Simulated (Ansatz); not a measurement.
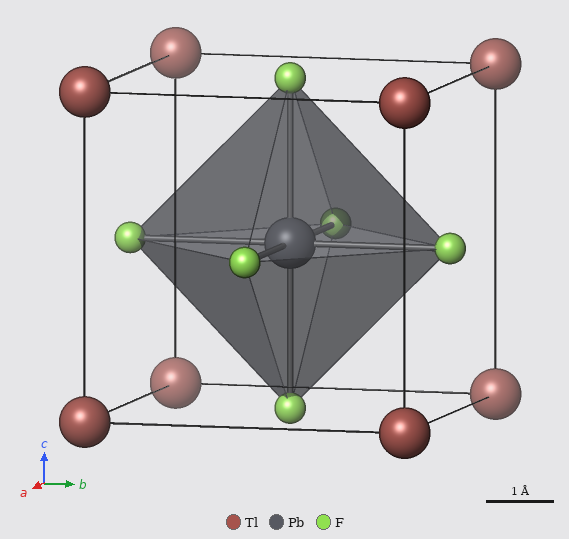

The figure gives a polyhedral picture of the atoms, viewed slightly off an axis. The conventional unit cell is outlined; an atom on or near a face, edge or corner is repeated at each equivalent position.

TlPbF3, cubic perovskite, space group Pm-3m (No. 221), a = 4.969 Å, b = 4.969 Å, c = 4.969 Å, α = 90.00°, β = 90.00°, γ = 90.00°. It goes back to a structure type filled with these elements by a generator (whether the compound takes this form wasn't checked). The cell was then strained or its atoms displaced on purpose. It was run through Ansatz as a DFT input.

This one geometry was computed with Ansatz (DFT, plane waves, PAW) at three levels of theory: HSE06, r2SCAN and PBE. It was relaxed with r2SCAN and then strained.

Q: Which level gives the highest pressure at this volume, and what does that say about its equilibrium volume?

A: Highest: PBE (-2.4 GPa), which points to the largest equilibrium volume. Lowest, with the smallest volume: r2SCAN (-4.2 GPa). Levels within 0.5 GPa of each other can't be told apart.

Q: How does the band gap change with the level of theory?

A: PBE: a gap of 2.18 eV, indirect; r2SCAN: a gap of 2.46 eV, indirect; HSE06: a gap of 3.13 eV, indirect.

Q: Collect the results in a table.

A:
| level | cutoff (eV) | k-mesh of the run's cell | gap (eV) | pressure (GPa) |
| --- | --- | --- | --- | --- |
| HSE06 | 420 | 4×4×4 | 3.13 | -3.1 |
| r2SCAN | 500 | 6×6×6 | 2.46 | -4.2 |
| PBE | 420 | 6×6×6 | 2.18 | -2.4 |

Gaps are taken on the k-mesh or band path of each run.
